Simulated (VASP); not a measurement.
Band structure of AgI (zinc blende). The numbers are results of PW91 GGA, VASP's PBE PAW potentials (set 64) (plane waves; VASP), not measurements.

Unless said otherwise, spin-orbit coupling is left out, though it shifts the bands of the heavy elements here.

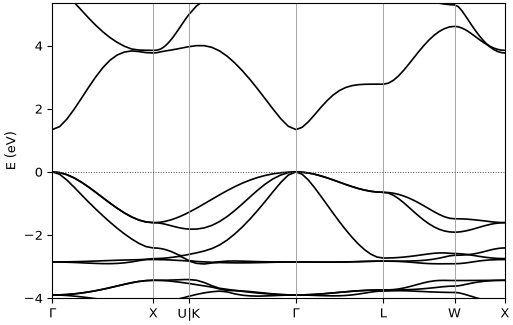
Bands along high-symmetry lines, zero at the valence-band maximum or, without a gap, the Fermi level

Question: Read the plot: is there a gap, and where are the band edges?

Answer: The gap is direct, 1.34 eV, from the valence maximum at Γ to the conduction minimum at Γ. (Edges off the drawn lines would not show.)

The compound is AgI in the zinc blende structure, whereas wurtzite is the usual form. It was relaxed first, which changed the volume by +6 %.
